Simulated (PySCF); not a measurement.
**C3H6F2 (SMILES FCCCF): levels of theory compared**

We compute a comparison of 6 runs (B2PLYP/cc-pVDZ, B3LYP/cc-pVDZ, BHLYP/cc-pVDZ, TPSS/cc-pVDZ, wB97M-V/cc-pVDZ, wB97X/cc-pVDZ) of C3H6F2. Input form: a Python script.

Program for the calculation: PySCF 2.14.0.

1 further run of the same task is left out (set aside as unsound or not needed).

### Step 1. Starting point

C3H6F2: 11 atoms, total charge 0, spin state singlet. SMILES: `FCCCF`. One bond was lengthened or shortened from a relaxed shape.

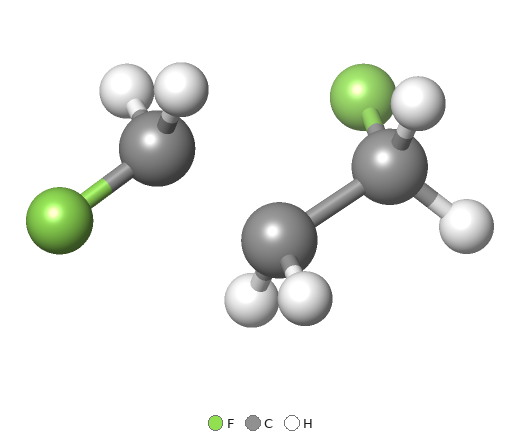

Viewed from a chosen angle; fluorine green, carbon grey, hydrogen white.

### Step 2. A single-point energy at B2PLYP/cc-pVDZ (run 1)

File run.py:

```python
from pyscf import gto, dft, mp

molecule = gto.Mole()
molecule.atom = '''
F   -2.015456   1.627666  -0.003818
C   -0.766356   1.195666   0.403882
C   -0.375000  -0.298800  -0.387800
C    0.967500  -0.838200   0.034700
F    1.975600   0.040200  -0.331200
H   -0.795556   1.070266   1.491882
H   -0.043056   1.976766   0.157382
H   -0.388200  -0.154300  -1.471600
H   -1.138100  -1.046200  -0.147100
H    1.026200  -0.968100   1.120800
H    1.173400  -1.798000  -0.445900
'''
molecule.max_memory = 1860
molecule.spin = 0
molecule.basis = 'cc-pvdz'
molecule.verbose = 3
molecule.build()

mf = dft.RKS(molecule)
mf.xc = '0.53*HF + 0.47*B88, 0.73*LYP'
mf.grids.level = 5
mf.conv_tol = 1e-10
mf.kernel()
if not mf.converged:
    mf = mf.newton().run(mf.mo_coeff, mf.mo_occ)

pt = mp.MP2(mf, frozen=5).run()
etot = mf.e_tot + 0.27 * pt.e_corr
print('PT2 part  %.8f' % (0.27 * pt.e_corr))
print('Final energy', etot)
```

Command:

```sh
OMP_NUM_THREADS=1 python run.py
```

The program printed:

```text
converged SCF energy = -317.052070218723
E(RMP2) = -318.007761664621  E_corr = -0.955691445897385
E(SCS-RMP2) = -317.993003674529  E_corr = -0.940933455805895
PT2 part  -0.25803669
Final energy -317.31010690911563
```

Wall time 29 s (1 thread of Intel Xeon at 2.70GHz, shared host); peak memory 0.52 GiB.

### Step 3. A single-point energy at B3LYP/cc-pVDZ (run 2)

File input.py:

```python
from pyscf import gto, dft

mol = gto.M(
    atom=[
    ('F', (-2.015456, 1.627666, -0.003818)),
    ('C', (-0.766356, 1.195666, 0.403882)),
    ('C', (-0.375000, -0.298800, -0.387800)),
    ('C', (0.967500, -0.838200, 0.034700)),
    ('F', (1.975600, 0.040200, -0.331200)),
    ('H', (-0.795556, 1.070266, 1.491882)),
    ('H', (-0.043056, 1.976766, 0.157382)),
    ('H', (-0.388200, -0.154300, -1.471600)),
    ('H', (-1.138100, -1.046200, -0.147100)),
    ('H', (1.026200, -0.968100, 1.120800)),
    ('H', (1.173400, -1.798000, -0.445900)),
],
    spin=0,
    verbose=4,
    max_memory=1860,
    basis='cc-pvdz',
)

mf = dft.RKS(mol)
mf.xc = 'b3lyp'
mf.conv_tol = 1e-10
mf.grids.level = 5
mf.kernel()
if not mf.converged:
    mf = mf.newton().run(mf.mo_coeff, mf.mo_occ)

e_final = mf.e_tot
print('E = %.10f Eh' % e_final)
```

Command:

```sh
OMP_NUM_THREADS=1 python input.py
```

The program printed:

```text
PySCF version 2.14.0

[... 79 lines left out ...]
converged SCF energy = -317.597000846395
E = -317.5970008464 Eh
```

It took 55 s on 1 thread of Intel Xeon at 2.70GHz, shared host; peak memory 0.52 GiB.

### Step 4. A single-point energy at BHLYP/cc-pVDZ (run 3)

File start.xyz:

```xyz
11
C3H6F2
F     -2.015456     1.627666    -0.003818
C     -0.766356     1.195666     0.403882
C     -0.375000    -0.298800    -0.387800
C      0.967500    -0.838200     0.034700
F      1.975600     0.040200    -0.331200
H     -0.795556     1.070266     1.491882
H     -0.043056     1.976766     0.157382
H     -0.388200    -0.154300    -1.471600
H     -1.138100    -1.046200    -0.147100
H      1.026200    -0.968100     1.120800
H      1.173400    -1.798000    -0.445900
```

File input.py:

```python
from pyscf import gto, dft

mol = gto.Mole()
mol.atom = 'start.xyz'
mol.basis = 'cc-pvdz'
mol.verbose = 3
mol.max_memory = 1860
mol.build()

ks = dft.RKS(mol)
ks.xc = 'bhandhlyp'
ks.conv_tol = 1e-10
ks.grids.level = 5
ks.kernel()
if not ks.converged:
    ks = ks.newton().run(ks.mo_coeff, ks.mo_occ)

energy = ks.e_tot
print('E = %.10f Eh' % energy)
```

Command:

```sh
OMP_NUM_THREADS=1 python input.py
```

The program printed:

```text
converged SCF energy = -317.446416672684
E = -317.4464166727 Eh
```

Wall time 43 s (1 thread of Intel Xeon at 2.70GHz, shared host); peak memory 0.52 GiB.

Runs 4 to 5 aren't shown in full; the table further down has their settings and results.

### Step 5. The energy at wB97X/cc-pVDZ (run 6)

File calc.py:

```python
from pyscf import gto, dft

molecule = gto.Mole()
molecule.atom = '''
F   -2.015456   1.627666  -0.003818
C   -0.766356   1.195666   0.403882
C   -0.375000  -0.298800  -0.387800
C    0.967500  -0.838200   0.034700
F    1.975600   0.040200  -0.331200
H   -0.795556   1.070266   1.491882
H   -0.043056   1.976766   0.157382
H   -0.388200  -0.154300  -1.471600
H   -1.138100  -1.046200  -0.147100
H    1.026200  -0.968100   1.120800
H    1.173400  -1.798000  -0.445900
'''
molecule.basis = 'cc-pvdz'
molecule.max_memory = 1860
molecule.verbose = 3
molecule.charge = 0
molecule.build()

mf = dft.RKS(molecule)
mf.xc = 'wb97x'
mf.grids.level = 5
mf.conv_tol = 1e-10
mf.kernel()
if not mf.converged:
    mf = mf.newton().run(mf.mo_coeff, mf.mo_occ)

energy = mf.e_tot
print('Final energy', energy)
```

Command:

```sh
OMP_NUM_THREADS=1 python calc.py
```

The program printed:

```text
converged SCF energy = -317.522641487234
Final energy -317.52264148723384
```

Run time: 53 s. Hardware: 1 thread of Intel Xeon at 2.70GHz, shared host; peak memory 0.52 GiB.

### Step 6. Overview of the runs

```
run            level  frozen core orbitals  nlc grid  energy (Eh)  dipole moment (D)  HOMO energy (eV)  LUMO energy (eV)  wall time
  1   B2PLYP/cc-pVDZ                     5         –  -317.310107               1.93            -10.10              2.83       29 s
  2    B3LYP/cc-pVDZ                     –         –  -317.597001               1.73             -8.37              1.50       55 s
  3    BHLYP/cc-pVDZ                     –         –  -317.446417               1.93            -10.15              2.53       43 s
  4     TPSS/cc-pVDZ                     –         –  -317.635766               1.64             -7.11              1.27       69 s
  5  wB97M-V/cc-pVDZ                     –         1  -317.475609               1.75            -10.94              3.55    3.2 min
  6    wB97X/cc-pVDZ                     –         –  -317.522641               1.80            -11.07              4.01       53 s
```

### Step 7. Summary of results

```
            quantity          value
 run 6: total energy  -317.52264 Eh
run 6: dipole moment         1.80 D
  run 6: HOMO energy      -11.07 eV
  run 6: LUMO energy        4.01 eV
run 6: HOMO–LUMO gap       15.08 eV
```

In words: The dipole moment (its size) runs from 1.64 D (TPSS/cc-pVDZ) to 1.93 D (BHLYP/cc-pVDZ). The HOMO–LUMO gap runs from 8.38 eV (TPSS/cc-pVDZ) to 15.08 eV (wB97X/cc-pVDZ). Totals of different functionals can't be ranked against each other. All runs together took 7.4 min, the longest 3.2 min.
